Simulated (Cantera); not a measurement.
A closed system holds: 1 mol SiH₄, a varied amount of NH₃, held at 825 K and 0.370 bar.

These are equilibrium values from Cantera (NASA tables, ideal gas, pure condensed phases), not measurements of a reactor. Candidate condensed phases: Si, Si₃N₄; 18 gas species. Equilibrium is a limit: real reactors are often held back by kinetics, nucleation or transport.

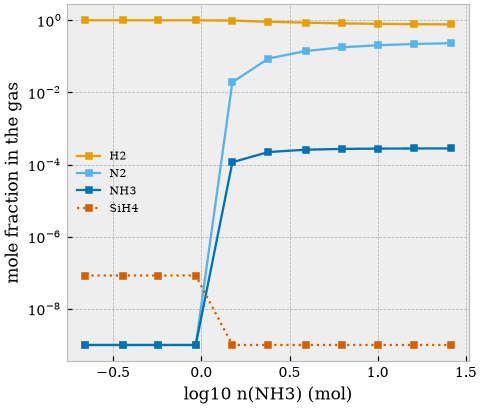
Equilibrium gas composition (values under 1e-9 drawn at 1e-9)

Question: Read off the mole fractions at 3.9 mol NH₃.

Answer: H₂ about 0.86, N₂ about 0.14, NH₃ about 0.00026.
